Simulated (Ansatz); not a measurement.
# BBrCl2 (bromodichloroborane): BCCD(T)/cc-pVDZ

What is the vertical singlet–triplet gap of BBrCl2 (bromodichloroborane) at BCCD(T)/cc-pVDZ? 

The results are computed with Ansatz 0.2.0.

62 further runs of the same task are left out: 1 that didn't finish, 61 set aside as unsound or not needed.

### 1 The structure to begin with

BBrCl2: 4 atoms, total charge 0, spin state singlet. As SMILES, `ClB(Cl)Br`. Geometry: relaxed at PBE0-D4/def2-TZVP.

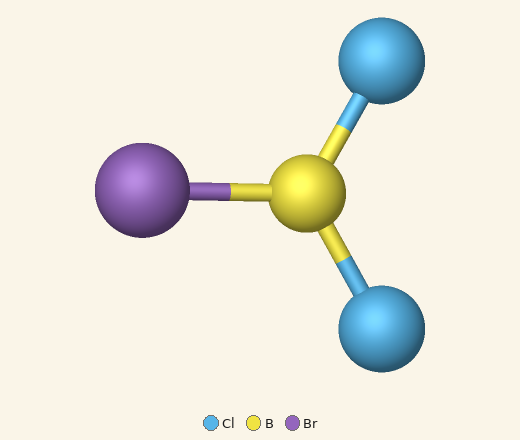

Viewed from a chosen angle; chlorine blue, boron yellow, bromine purple.

### 2 The energy at BCCD(T)/cc-pVDZ

Contents of input.yaml:

```yaml
crystal:
  periodic: [false, false, false]
  atoms:
    - {symbol: Cl, position_ang: [0.582100, 0.666000, 1.510800]}
    - {symbol: B, position_ang: [0.037200, -0.038100, 0.022100]}
    - {symbol: Cl, position_ang: [0.444300, -1.679200, -0.365600]}
    - {symbol: Br, position_ang: [-1.008100, 0.991100, -1.187600]}
basis:
  gaussian:
    orbitals: cc-pVDZ
total_charge: 0
magnetization:
  spin_polarized: false
correlation:
  method: bccd_t
  frozen_orbitals: {B: 1, Br: 9, Cl: 5}
accuracy: high
scf:
  omitted_lower_state_checks: [cluster_reference, increment]
```

Run with:

```console
$ ansatz run input.yaml --threads 1 --pin off --max-ram 3480MiB --events-out events.jsonl --progress --plain --runs-dir runs
```

Standard output, shortened:

```text
Warning: RAYON_NUM_THREADS=1 ignored (pool sized by the plan → 1); use --threads N
Functional definition: HF
  name "HF"
[...]
1640 factors; integrals over basis functions are off by at most 4.6e-9 eV
[...]
mean field -95680.65790813 eV, -3516.1993234445 hartree, gradient 1.1e-8 eV, S^2 0.000000; 0 other end points of the search recorded, 0 dependent functions left out
20 core orbitals not correlated: weight in the atoms' cores, before any rotation towards them, 1.000 or more for the frozen orbitals, at most 0.000 for the correlated occupied ones
reference -95680.65790813 eV, -3516.1993234445 hartree; 17, 17 occupied and 40, 40 virtual orbitals, 1640 factors
second order -13.05615254 eV of doubles, -0.00000000 eV of singles
cycle   1  -13.57024147 eV  change   -5.1e-1 eV  update   8.3e-2
[...]
cycle  19  -13.86059006 eV  change    1.3e-9 eV  update   2.0e-9
perturbative correction -0.40723170 eV, -0.0149654888 hartree
Total energy: -95694.92572989 eV, -3516.7236562231 hartree
Checks for a lower state left out: cluster_reference, increment
```

It took 20 s on 1 thread of Arm Neoverse V1, shared host; peak memory 0.36 GiB.

### 3 The triplet at the same level

Contents of job.yaml:

```yaml
crystal:
  periodic: [false, false, false]
  atoms:
    - symbol: Cl
      position_ang: [0.582100, 0.666000, 1.510800]
    - symbol: B
      position_ang: [0.037200, -0.038100, 0.022100]
    - symbol: Cl
      position_ang: [0.444300, -1.679200, -0.365600]
    - symbol: Br
      position_ang: [-1.008100, 0.991100, -1.187600]
basis:
  gaussian: {orbitals: cc-pVDZ}
accuracy: high
magnetization: {spin_polarized: true, initial_magnetization: 2}
scf: {omitted_lower_state_checks: [cluster_reference, increment]}
correlation: {method: bccd_t, frozen_orbitals: {B: 1, Br: 9, Cl: 5}}
```

Run with:

```console
$ ansatz run job.yaml --threads 1 --pin off --max-ram 3480MiB --events-out events.jsonl --progress --plain --runs-dir runs
```

Standard output, shortened:

```text
Warning: RAYON_NUM_THREADS=1 ignored (pool sized by the plan → 1); use --threads N
Functional definition: HF
  name "HF"
[...]
1640 factors; integrals over basis functions are off by at most 4.6e-9 eV
[...]
mean field -95675.03052261 eV, -3515.9925208411 hartree, gradient 2.6e-8 eV, S^2 2.019812; 8 other end points of the search recorded, 0 dependent functions left out
20 core orbitals not correlated: weight in the atoms' cores, before any rotation towards them, 1.000 or more for the frozen orbitals, at most 0.000 for the correlated occupied ones
reference -95675.03052261 eV, -3515.9925208411 hartree; 18, 16 occupied and 39, 41 virtual orbitals, 1640 factors
second order -12.50018216 eV of doubles, -0.00000000 eV of singles
cycle   1  -13.21113737 eV  change   -7.1e-1 eV  update   9.3e-2
[...]
cycle  35  -13.59281828 eV  change    1.3e-9 eV  update   4.2e-9
perturbative correction -0.43802826 eV, -0.0160972416 hartree
Total energy: -95689.06136915 eV, -3516.5081449410 hartree
Checks for a lower state left out: cluster_reference, increment
```

Run time: 1.7 min. Hardware: 1 thread of Arm Neoverse V1, shared host; peak memory 0.7 GiB.

### 4 Summary of results

Level: BCCD(T)/cc-pVDZ, 20 core orbitals frozen.

```
                                             quantity           value
                                singlet: total energy  -3516.72366 Eh
singlet: correlation energy (20 core orbitals frozen)      -524.3 mEh
                              singlet: (T) correction      -14.97 mEh
                                triplet: total energy  -3516.50814 Eh
triplet: correlation energy (20 core orbitals frozen)      -515.6 mEh
                              triplet: (T) correction      -16.10 mEh
           triplet: ⟨S²⟩ of the reference determinant           2.020
     vertical energy of the triplet above the singlet        5.864 eV
```

At this shape the triplet lies 5.86 eV (566 kJ/mol) above the singlet. The triples (singlet) make up 2.9 % of the correlation energy. The triples (triplet) make up 3.1 % of the correlation energy.
